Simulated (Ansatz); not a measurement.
# AlNH (quartet): B3LYP, BHLYP over a scan of the distance Al1–N2, 6-31G

How well do these functionals follow the top wave-function level for AlNH (quartet) over a scan of the distance Al1–N2?

Program: Ansatz 0.2.0, Gaussian basis. Level of theory: 6-31G, all electrons in the functionals. These are calculated values, not measurements.

The runs, in order: B3LYP, BHLYP, at 1.537 Å; 1.688 Å; 1.909 Å; 2.060 Å; 2.324 Å; 2.611 Å; 3.046 Å; 3.500 Å; 4.280 Å; 5.166 Å; 6.560 Å.

2 further runs of the same task are left out: 2 for a known fault of the program.

## 1. The geometry

The geometry derives from a PBE0/def2-TZVP stationary point (not a proven minimum). One bond is set to the value named and the two fragments are kept rigid.

3 atoms, charge 0, spin multiplicity 4.

Atoms are counted from 1 here; the program's logs count them from 0.

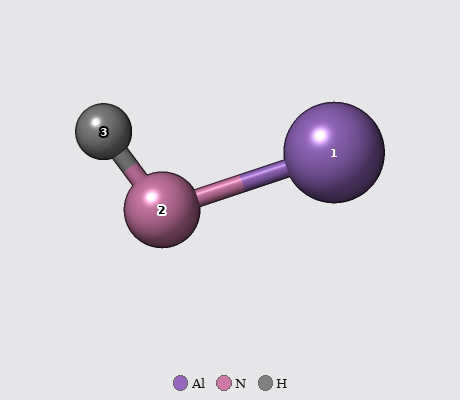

The structure; aluminium purple, nitrogen pink, hydrogen grey; atoms are numbered from 1 in the order of the file.

Geometry (Å):

```xyz
3
charge 0, multiplicity 4
Al    0.0000   -0.0319    0.6899
N     0.0000    0.1209   -1.2129
H     0.0000   -0.8261   -1.6143
```

No dispersion term is added. B3LYP takes the VWN-RPA correlation.

The geometry shown and the zero of energy belong to the point 1.909 Å. The yardstick, FCI, and other wave-function levels (R restricted, U unrestricted, valence and pair active spaces) come from earlier runs.

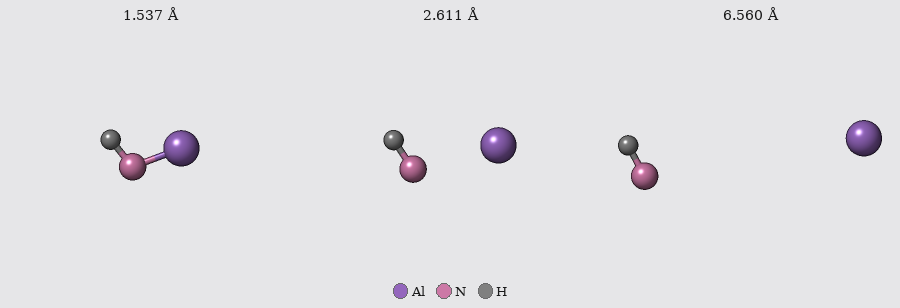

Three points of the scan; sticks are drawn by distance.

## 2. B3LYP, 1.537 Å

in.yaml reads:

```yaml
crystal:
  periodic: [false, false, false]
  atoms:
    - {symbol: Al, position_ang: [0.000000, -0.021245, 0.557385]}
    - {symbol: N, position_ang: [0.000000, 0.101750, -0.974686]}
    - {symbol: H, position_ang: [0.000000, -0.845248, -1.376053]}
basis:
  gaussian: {orbitals: 6-31G}
magnetization: {spin_polarized: true, initial_magnetization: 3}
hamiltonian: {xc: {name: B3LYP}}
```

Command:

```bash
ansatz run in.yaml --threads 1 --pin off --events-out ev --progress --plain --max-ram 2560MiB --backend cpu
```

Standard output:

```text
Functional definition: B3LYP
  name "B3LYP"
  cite "Stephens, Devlin, Chabalowski & Frisch, J. Phys. Chem. 98, 11623 (1994) doi:10.1021/j100096a001"
  cite "Becke, Phys. Rev. A 38, 3098 (1988) doi:10.1103/PhysRevA.38.3098"
  cite "Lee, Yang & Parr, Phys. Rev. B 37, 785 (1988) doi:10.1103/PhysRevB.37.785"
  cite "Vosko, Wilk & Nusair, Can. J. Phys. 58, 1200 (1980) doi:10.1139/p80-159"
  parameter a0 = 0.2
  parameter ax = 0.72
  parameter ac = 0.81
  exchange = (1 - a0 - ax)*slater_x + ax*b88_x + a0*exact_x
  correlation = (1 - ac)*vwn_rpa_c + ac*lyp_c
305 factors; integrals over basis functions are off by at most 2.5e-4 eV
mean field evaluation 1: about -8091.2189 eV, gradient 2.9e1 eV
mean field evaluation 2: about -8077.4796 eV, gradient 5.4e1 eV
mean field evaluation 4: about -8095.2483 eV, gradient 7.6e-1 eV
mean field evaluation 8: about -8095.2883 eV, gradient 1.6e-2 eV
mean field evaluation 16: about -8095.2883 eV, gradient 2.8e-5 eV
mean field evaluation 32: about -8095.2975 eV, gradient 3.0e-6 eV
mean field evaluation 64: about -8095.2642 eV, gradient 5.0e-1 eV
mean field -8095.29746890 eV, -297.4966947925 hartree, gradient 3.0e-6 eV, S^2 3.752629; 9 other end points of the search recorded, 0 dependent functions left out
reference -8095.29765157 eV, -297.4967015055 hartree; 12, 9 occupied and 12, 15 virtual orbitals, 305 factors
Total energy: -8095.29765157 eV, -297.4967015055 hartree
```

It took 2 s on 1 thread of AMD EPYC 7R13, shared host.

From the report: ⟨S²⟩ of the determinant 3.753 (pure quartet: 3.75).

## 3. B3LYP, 1.688 Å

in.yaml reads:

```yaml
crystal:
  periodic: [false, false, false]
  atoms:
    - {symbol: Al, position_ang: [0.000000, -0.025565, 0.611198]}
    - {symbol: N, position_ang: [0.000000, 0.109513, -1.071389]}
    - {symbol: H, position_ang: [0.000000, -0.837485, -1.472756]}
basis:
  gaussian: {orbitals: 6-31G}
magnetization: {spin_polarized: true, initial_magnetization: 3}
hamiltonian: {xc: {name: B3LYP}}
```

Launched as before.

Standard output:

```text
Functional definition: B3LYP
  name "B3LYP"
  cite "Stephens, Devlin, Chabalowski & Frisch, J. Phys. Chem. 98, 11623 (1994) doi:10.1021/j100096a001"
  cite "Becke, Phys. Rev. A 38, 3098 (1988) doi:10.1103/PhysRevA.38.3098"
  cite "Lee, Yang & Parr, Phys. Rev. B 37, 785 (1988) doi:10.1103/PhysRevB.37.785"
  cite "Vosko, Wilk & Nusair, Can. J. Phys. 58, 1200 (1980) doi:10.1139/p80-159"
  parameter a0 = 0.2
  parameter ax = 0.72
  parameter ac = 0.81
  exchange = (1 - a0 - ax)*slater_x + ax*b88_x + a0*exact_x
  correlation = (1 - ac)*vwn_rpa_c + ac*lyp_c
303 factors; integrals over basis functions are off by at most 2.6e-4 eV
mean field evaluation 1: about -8093.3750 eV, gradient 2.7e1 eV
mean field evaluation 2: about -8079.4031 eV, gradient 5.3e1 eV
mean field evaluation 4: about -8096.8994 eV, gradient 1.2e0 eV
mean field evaluation 8: about -8096.9444 eV, gradient 1.3e-2 eV
mean field evaluation 16: about -8096.9444 eV, gradient 2.3e-5 eV
mean field evaluation 32: about -8096.8185 eV, gradient 1.5e-1 eV
mean field -8096.94442687 eV, -297.5572193814 hartree, gradient 3.9e-6 eV, S^2 3.753506; 5 other end points of the search recorded, 0 dependent functions left out
reference -8096.94460822 eV, -297.5572260460 hartree; 12, 9 occupied and 12, 15 virtual orbitals, 303 factors
Total energy: -8096.94460822 eV, -297.5572260460 hartree
```

Wall time 1.4 s (1 thread of AMD EPYC 7R13, shared host).

From the report: ⟨S²⟩ of the determinant 3.754 (pure quartet: 3.75).

## 4. B3LYP, 1.909 Å

in.yaml reads:

```yaml
crystal:
  periodic: [false, false, false]
  atoms:
    - {symbol: Al, position_ang: [0.000000, -0.031887, 0.689947]}
    - {symbol: N, position_ang: [0.000000, 0.120874, -1.212902]}
    - {symbol: H, position_ang: [0.000000, -0.826124, -1.614269]}
basis:
  gaussian: {orbitals: 6-31G}
magnetization: {spin_polarized: true, initial_magnetization: 3}
hamiltonian: {xc: {name: B3LYP}}
```

Same command.

Standard output:

```text
Functional definition: B3LYP
  name "B3LYP"
  cite "Stephens, Devlin, Chabalowski & Frisch, J. Phys. Chem. 98, 11623 (1994) doi:10.1021/j100096a001"
  cite "Becke, Phys. Rev. A 38, 3098 (1988) doi:10.1103/PhysRevA.38.3098"
  cite "Lee, Yang & Parr, Phys. Rev. B 37, 785 (1988) doi:10.1103/PhysRevB.37.785"
  cite "Vosko, Wilk & Nusair, Can. J. Phys. 58, 1200 (1980) doi:10.1139/p80-159"
  parameter a0 = 0.2
  parameter ax = 0.72
  parameter ac = 0.81
  exchange = (1 - a0 - ax)*slater_x + ax*b88_x + a0*exact_x
  correlation = (1 - ac)*vwn_rpa_c + ac*lyp_c
302 factors; integrals over basis functions are off by at most 2.8e-4 eV
mean field evaluation 1: about -8094.5532 eV, gradient 2.5e1 eV
mean field evaluation 2: about -8078.6634 eV, gradient 5.4e1 eV
mean field evaluation 4: about -8097.7401 eV, gradient 2.2e0 eV
mean field evaluation 8: about -8097.8105 eV, gradient 1.3e-1 eV
mean field evaluation 16: about -8097.8107 eV, gradient 9.9e-5 eV
mean field evaluation 32: about -8097.7636 eV, gradient 2.7e-1 eV
mean field -8097.81072547 eV, -297.5890552676 hartree, gradient 4.6e-6 eV, S^2 3.756498; 5 other end points of the search recorded, 0 dependent functions left out
reference -8097.81090480 eV, -297.5890618581 hartree; 12, 9 occupied and 12, 15 virtual orbitals, 302 factors
Total energy: -8097.81090480 eV, -297.5890618581 hartree
```

Run time: 1.4 s. Hardware: 1 thread of AMD EPYC 7R13, shared host.

From the report: ⟨S²⟩ of the determinant 3.756 (pure quartet: 3.75).

## 5. B3LYP, 2.060 Å

in.yaml reads:

```yaml
crystal:
  periodic: [false, false, false]
  atoms:
    - {symbol: Al, position_ang: [0.000000, -0.036208, 0.743771]}
    - {symbol: N, position_ang: [0.000000, 0.128639, -1.309623]}
    - {symbol: H, position_ang: [0.000000, -0.818359, -1.710990]}
basis:
  gaussian: {orbitals: 6-31G}
magnetization: {spin_polarized: true, initial_magnetization: 3}
hamiltonian: {xc: {name: B3LYP}}
```

Launched as before.

Standard output:

```text
Functional definition: B3LYP
  name "B3LYP"
  cite "Stephens, Devlin, Chabalowski & Frisch, J. Phys. Chem. 98, 11623 (1994) doi:10.1021/j100096a001"
  cite "Becke, Phys. Rev. A 38, 3098 (1988) doi:10.1103/PhysRevA.38.3098"
  cite "Lee, Yang & Parr, Phys. Rev. B 37, 785 (1988) doi:10.1103/PhysRevB.37.785"
  cite "Vosko, Wilk & Nusair, Can. J. Phys. 58, 1200 (1980) doi:10.1139/p80-159"
  parameter a0 = 0.2
  parameter ax = 0.72
  parameter ac = 0.81
  exchange = (1 - a0 - ax)*slater_x + ax*b88_x + a0*exact_x
  correlation = (1 - ac)*vwn_rpa_c + ac*lyp_c
302 factors; integrals over basis functions are off by at most 2.9e-4 eV
mean field evaluation 1: about -8094.7215 eV, gradient 2.4e1 eV
mean field evaluation 2: about -8076.9362 eV, gradient 5.6e1 eV
mean field evaluation 4: about -8097.8132 eV, gradient 3.0e0 eV
mean field evaluation 8: about -8097.9179 eV, gradient 1.3e-1 eV
mean field evaluation 16: about -8097.9181 eV, gradient 1.3e-4 eV
mean field evaluation 32: about -8097.8414 eV, gradient 9.3e-2 eV
mean field -8097.91808812 eV, -297.5930007725 hartree, gradient 6.0e-6 eV, S^2 3.759508; 5 other end points of the search recorded, 0 dependent functions left out
reference -8097.91826865 eV, -297.5930074068 hartree; 12, 9 occupied and 12, 15 virtual orbitals, 302 factors
Total energy: -8097.91826865 eV, -297.5930074068 hartree
```

Wall time 1.5 s (1 thread of AMD EPYC 7R13, shared host).

From the report: ⟨S²⟩ of the determinant 3.760 (pure quartet: 3.75).

From 1.909 Å: -2.5 kcal/mol.

## 6. B3LYP, 2.324 Å

in.yaml reads:

```yaml
crystal:
  periodic: [false, false, false]
  atoms:
    - {symbol: Al, position_ang: [0.000000, -0.043761, 0.837854]}
    - {symbol: N, position_ang: [0.000000, 0.142212, -1.478693]}
    - {symbol: H, position_ang: [0.000000, -0.804786, -1.880060]}
basis:
  gaussian: {orbitals: 6-31G}
magnetization: {spin_polarized: true, initial_magnetization: 3}
hamiltonian: {xc: {name: B3LYP}}
```

Same command.

Standard output:

```text
Functional definition: B3LYP
  name "B3LYP"
  cite "Stephens, Devlin, Chabalowski & Frisch, J. Phys. Chem. 98, 11623 (1994) doi:10.1021/j100096a001"
  cite "Becke, Phys. Rev. A 38, 3098 (1988) doi:10.1103/PhysRevA.38.3098"
  cite "Lee, Yang & Parr, Phys. Rev. B 37, 785 (1988) doi:10.1103/PhysRevB.37.785"
  cite "Vosko, Wilk & Nusair, Can. J. Phys. 58, 1200 (1980) doi:10.1139/p80-159"
  parameter a0 = 0.2
  parameter ax = 0.72
  parameter ac = 0.81
  exchange = (1 - a0 - ax)*slater_x + ax*b88_x + a0*exact_x
  correlation = (1 - ac)*vwn_rpa_c + ac*lyp_c
302 factors; integrals over basis functions are off by at most 3.1e-4 eV
mean field evaluation 1: about -8094.6641 eV, gradient 2.3e1 eV
mean field evaluation 2: about -8074.1998 eV, gradient 5.8e1 eV
mean field evaluation 4: about -8097.6749 eV, gradient 3.4e0 eV
mean field evaluation 8: about -8097.8105 eV, gradient 3.8e-2 eV
mean field evaluation 16: about -8097.8106 eV, gradient 3.4e-5 eV
mean field evaluation 32: about -8097.7532 eV, gradient 9.9e-7 eV
mean field -8097.81056013 eV, -297.5890491917 hartree, gradient 4.4e-6 eV, S^2 3.763068; 4 other end points of the search recorded, 0 dependent functions left out
reference -8097.81073815 eV, -297.5890557336 hartree; 12, 9 occupied and 12, 15 virtual orbitals, 302 factors
Total energy: -8097.81073815 eV, -297.5890557336 hartree
```

It took 1.4 s on 1 thread of AMD EPYC 7R13, shared host.

From the report: ⟨S²⟩ of the determinant 3.763 (pure quartet: 3.75).

From 1.909 Å: 0.0 kcal/mol.

## 7. B3LYP, 2.611 Å

in.yaml reads:

```yaml
crystal:
  periodic: [false, false, false]
  atoms:
    - {symbol: Al, position_ang: [0.000000, -0.051972, 0.940134]}
    - {symbol: N, position_ang: [0.000000, 0.156967, -1.662492]}
    - {symbol: H, position_ang: [0.000000, -0.790031, -2.063859]}
basis:
  gaussian: {orbitals: 6-31G}
magnetization: {spin_polarized: true, initial_magnetization: 3}
hamiltonian: {xc: {name: B3LYP}}
```

The command is unchanged.

Standard output:

```text
Functional definition: B3LYP
  name "B3LYP"
  cite "Stephens, Devlin, Chabalowski & Frisch, J. Phys. Chem. 98, 11623 (1994) doi:10.1021/j100096a001"
  cite "Becke, Phys. Rev. A 38, 3098 (1988) doi:10.1103/PhysRevA.38.3098"
  cite "Lee, Yang & Parr, Phys. Rev. B 37, 785 (1988) doi:10.1103/PhysRevB.37.785"
  cite "Vosko, Wilk & Nusair, Can. J. Phys. 58, 1200 (1980) doi:10.1139/p80-159"
  parameter a0 = 0.2
  parameter ax = 0.72
  parameter ac = 0.81
  exchange = (1 - a0 - ax)*slater_x + ax*b88_x + a0*exact_x
  correlation = (1 - ac)*vwn_rpa_c + ac*lyp_c
302 factors; integrals over basis functions are off by at most 3.2e-4 eV
mean field evaluation 1: about -8094.7290 eV, gradient 2.2e1 eV
mean field evaluation 2: about -8077.2781 eV, gradient 5.4e1 eV
mean field evaluation 4: about -8097.5586 eV, gradient 2.4e0 eV
mean field evaluation 8: about -8097.6473 eV, gradient 8.1e-2 eV
mean field evaluation 16: about -8097.6476 eV, gradient 9.9e-4 eV
mean field evaluation 32: about -8097.6073 eV, gradient 9.5e-6 eV
mean field -8097.64760468 eV, -297.5830606893 hartree, gradient 4.9e-6 eV, S^2 3.761035; 6 other end points of the search recorded, 0 dependent functions left out
reference -8097.64778410 eV, -297.5830672829 hartree; 12, 9 occupied and 12, 15 virtual orbitals, 302 factors
Total energy: -8097.64778410 eV, -297.5830672829 hartree
```

Run time: 1.9 s. Hardware: 1 thread of AMD EPYC 7R13, shared host.

From the report: ⟨S²⟩ of the determinant 3.761 (pure quartet: 3.75).

From 1.909 Å: +3.8 kcal/mol.

## 8. B3LYP, 3.046 Å

in.yaml reads:

```yaml
crystal:
  periodic: [false, false, false]
  atoms:
    - {symbol: Al, position_ang: [0.000000, 0.153167, 2.157943]}
    - {symbol: N, position_ang: [0.000000, 0.396916, -0.878288]}
    - {symbol: H, position_ang: [0.000000, -0.550082, -1.279655]}
basis:
  gaussian: {orbitals: 6-31G}
magnetization: {spin_polarized: true, initial_magnetization: 3}
hamiltonian: {xc: {name: B3LYP}}
```

Same command.

Standard output:

```text
Functional definition: B3LYP
  name "B3LYP"
  cite "Stephens, Devlin, Chabalowski & Frisch, J. Phys. Chem. 98, 11623 (1994) doi:10.1021/j100096a001"
  cite "Becke, Phys. Rev. A 38, 3098 (1988) doi:10.1103/PhysRevA.38.3098"
  cite "Lee, Yang & Parr, Phys. Rev. B 37, 785 (1988) doi:10.1103/PhysRevB.37.785"
  cite "Vosko, Wilk & Nusair, Can. J. Phys. 58, 1200 (1980) doi:10.1139/p80-159"
  parameter a0 = 0.2
  parameter ax = 0.72
  parameter ac = 0.81
  exchange = (1 - a0 - ax)*slater_x + ax*b88_x + a0*exact_x
  correlation = (1 - ac)*vwn_rpa_c + ac*lyp_c
302 factors; integrals over basis functions are off by at most 3.4e-4 eV
mean field evaluation 1: about -8095.4092 eV, gradient 1.8e1 eV
mean field evaluation 2: about -8092.4102 eV, gradient 2.9e1 eV
mean field evaluation 4: about -8097.4736 eV, gradient 3.6e-1 eV
mean field evaluation 8: about -8097.5063 eV, gradient 4.9e-2 eV
mean field evaluation 16: about -8097.5070 eV, gradient 1.2e-3 eV
mean field evaluation 32: about -8097.4814 eV, gradient 9.6e-3 eV
mean field -8097.50699009 eV, -297.5778931985 hartree, gradient 4.0e-6 eV, S^2 3.756189; 6 other end points of the search recorded, 0 dependent functions left out
reference -8097.50717445 eV, -297.5778999734 hartree; 12, 9 occupied and 12, 15 virtual orbitals, 302 factors
Total energy: -8097.50717445 eV, -297.5778999734 hartree
```

It took 2.1 s on 1 thread of AMD EPYC 7R13, shared host.

From the report: ⟨S²⟩ of the determinant 3.756 (pure quartet: 3.75).

From 1.909 Å: +7.0 kcal/mol.

## 9. B3LYP, 3.500 Å

in.yaml reads:

```yaml
crystal:
  periodic: [false, false, false]
  atoms:
    - {symbol: Al, position_ang: [0.000000, 0.128946, 2.459639]}
    - {symbol: N, position_ang: [0.000000, 0.409026, -1.029136]}
    - {symbol: H, position_ang: [0.000000, -0.537972, -1.430503]}
basis:
  gaussian: {orbitals: 6-31G}
magnetization: {spin_polarized: true, initial_magnetization: 3}
hamiltonian: {xc: {name: B3LYP}}
```

Launched as before.

Standard output:

```text
Functional definition: B3LYP
  name "B3LYP"
  cite "Stephens, Devlin, Chabalowski & Frisch, J. Phys. Chem. 98, 11623 (1994) doi:10.1021/j100096a001"
  cite "Becke, Phys. Rev. A 38, 3098 (1988) doi:10.1103/PhysRevA.38.3098"
  cite "Lee, Yang & Parr, Phys. Rev. B 37, 785 (1988) doi:10.1103/PhysRevB.37.785"
  cite "Vosko, Wilk & Nusair, Can. J. Phys. 58, 1200 (1980) doi:10.1139/p80-159"
  parameter a0 = 0.2
  parameter ax = 0.72
  parameter ac = 0.81
  exchange = (1 - a0 - ax)*slater_x + ax*b88_x + a0*exact_x
  correlation = (1 - ac)*vwn_rpa_c + ac*lyp_c
302 factors; integrals over basis functions are off by at most 3.5e-4 eV
mean field evaluation 1: about -8096.1791 eV, gradient 1.4e1 eV
mean field evaluation 2: about -8096.0355 eV, gradient 1.6e1 eV
mean field evaluation 4: about -8097.4019 eV, gradient 5.8e-1 eV
mean field evaluation 8: about -8097.4379 eV, gradient 7.1e-2 eV
mean field evaluation 16: about -8097.4411 eV, gradient 5.2e-3 eV
mean field evaluation 32: about -8097.1644 eV, gradient 1.2e0 eV
mean field evaluation 64: about -8097.4463 eV, gradient 1.3e-1 eV
mean field -8097.44112808 eV, -297.5754728141 hartree, gradient 4.1e-6 eV, S^2 3.754618; 7 other end points of the search recorded, 0 dependent functions left out
reference -8097.44131529 eV, -297.5754796939 hartree; 12, 9 occupied and 12, 15 virtual orbitals, 302 factors
Total energy: -8097.44131529 eV, -297.5754796939 hartree
```

It took 2.4 s on 1 thread of AMD EPYC 7R13, shared host.

From the report: ⟨S²⟩ of the determinant 3.755 (pure quartet: 3.75).

From 1.909 Å: +8.5 kcal/mol.

## 10. B3LYP, 4.280 Å

in.yaml reads:

```yaml
crystal:
  periodic: [false, false, false]
  atoms:
    - {symbol: Al, position_ang: [0.000000, 0.087335, 2.977972]}
    - {symbol: N, position_ang: [0.000000, 0.429832, -1.288302]}
    - {symbol: H, position_ang: [0.000000, -0.517166, -1.689669]}
basis:
  gaussian: {orbitals: 6-31G}
magnetization: {spin_polarized: true, initial_magnetization: 3}
hamiltonian: {xc: {name: B3LYP}}
```

Launched as before.

Standard output:

```text
Functional definition: B3LYP
  name "B3LYP"
  cite "Stephens, Devlin, Chabalowski & Frisch, J. Phys. Chem. 98, 11623 (1994) doi:10.1021/j100096a001"
  cite "Becke, Phys. Rev. A 38, 3098 (1988) doi:10.1103/PhysRevA.38.3098"
  cite "Lee, Yang & Parr, Phys. Rev. B 37, 785 (1988) doi:10.1103/PhysRevB.37.785"
  cite "Vosko, Wilk & Nusair, Can. J. Phys. 58, 1200 (1980) doi:10.1139/p80-159"
  parameter a0 = 0.2
  parameter ax = 0.72
  parameter ac = 0.81
  exchange = (1 - a0 - ax)*slater_x + ax*b88_x + a0*exact_x
  correlation = (1 - ac)*vwn_rpa_c + ac*lyp_c
302 factors; integrals over basis functions are off by at most 3.6e-4 eV
mean field evaluation 1: about -8096.6062 eV, gradient 1.2e1 eV
mean field evaluation 2: about -8096.7081 eV, gradient 1.2e1 eV
mean field evaluation 4: about -8097.3579 eV, gradient 2.4e-1 eV
mean field evaluation 8: about -8097.3863 eV, gradient 4.8e-2 eV
mean field evaluation 16: about -8097.3915 eV, gradient 2.2e-2 eV
mean field evaluation 32: about -8097.3915 eV, gradient 2.0e-5 eV
mean field evaluation 64: about -8097.3915 eV, gradient 2.1e-4 eV
mean field evaluation 96: about -8097.3837 eV, gradient 2.3e-1 eV
mean field -8097.39154711 eV, -297.5736507473 hartree, gradient 7.1e-6 eV, S^2 3.754143; 7 other end points of the search recorded, 0 dependent functions left out
reference -8097.39174576 eV, -297.5736580474 hartree; 12, 9 occupied and 12, 15 virtual orbitals, 302 factors
Total energy: -8097.39174576 eV, -297.5736580474 hartree
```

It took 2.9 s on 1 thread of AMD EPYC 7R13, shared host.

From the report: ⟨S²⟩ of the determinant 3.754 (pure quartet: 3.75).

From 1.909 Å: +9.7 kcal/mol.

## 11. B3LYP, 5.166 Å

in.yaml reads:

```yaml
crystal:
  periodic: [false, false, false]
  atoms:
    - {symbol: Al, position_ang: [0.000000, 0.040068, 3.566744]}
    - {symbol: N, position_ang: [0.000000, 0.453465, -1.582689]}
    - {symbol: H, position_ang: [0.000000, -0.493533, -1.984056]}
basis:
  gaussian: {orbitals: 6-31G}
magnetization: {spin_polarized: true, initial_magnetization: 3}
hamiltonian: {xc: {name: B3LYP}}
```

Launched as before.

Standard output:

```text
Functional definition: B3LYP
  name "B3LYP"
  cite "Stephens, Devlin, Chabalowski & Frisch, J. Phys. Chem. 98, 11623 (1994) doi:10.1021/j100096a001"
  cite "Becke, Phys. Rev. A 38, 3098 (1988) doi:10.1103/PhysRevA.38.3098"
  cite "Lee, Yang & Parr, Phys. Rev. B 37, 785 (1988) doi:10.1103/PhysRevB.37.785"
  cite "Vosko, Wilk & Nusair, Can. J. Phys. 58, 1200 (1980) doi:10.1139/p80-159"
  parameter a0 = 0.2
  parameter ax = 0.72
  parameter ac = 0.81
  exchange = (1 - a0 - ax)*slater_x + ax*b88_x + a0*exact_x
  correlation = (1 - ac)*vwn_rpa_c + ac*lyp_c
302 factors; integrals over basis functions are off by at most 3.6e-4 eV
mean field evaluation 1: about -8096.6344 eV, gradient 1.2e1 eV
mean field evaluation 2: about -8096.7483 eV, gradient 1.1e1 eV
mean field evaluation 4: about -8097.3320 eV, gradient 2.4e-1 eV
mean field evaluation 8: about -8097.3587 eV, gradient 2.0e-2 eV
mean field evaluation 16: about -8097.3587 eV, gradient 2.8e-3 eV
mean field evaluation 32: about -8097.3658 eV, gradient 1.9e-6 eV
mean field evaluation 64: about -8097.3657 eV, gradient 1.2e-2 eV
mean field evaluation 96: about -8097.3627 eV, gradient 2.0e-1 eV
mean field -8097.36584284 eV, -297.5727061327 hartree, gradient 1.7e-6 eV, S^2 3.754024; 7 other end points of the search recorded, 0 dependent functions left out
reference -8097.36604547 eV, -297.5727135790 hartree; 12, 9 occupied and 12, 15 virtual orbitals, 302 factors
Total energy: -8097.36604547 eV, -297.5727135790 hartree
```

It took 4.1 s on 1 thread of AMD EPYC 7R13, shared host.

From the report: ⟨S²⟩ of the determinant 3.754 (pure quartet: 3.75).

From 1.909 Å: +10.3 kcal/mol.

[end of part 1 of 2]
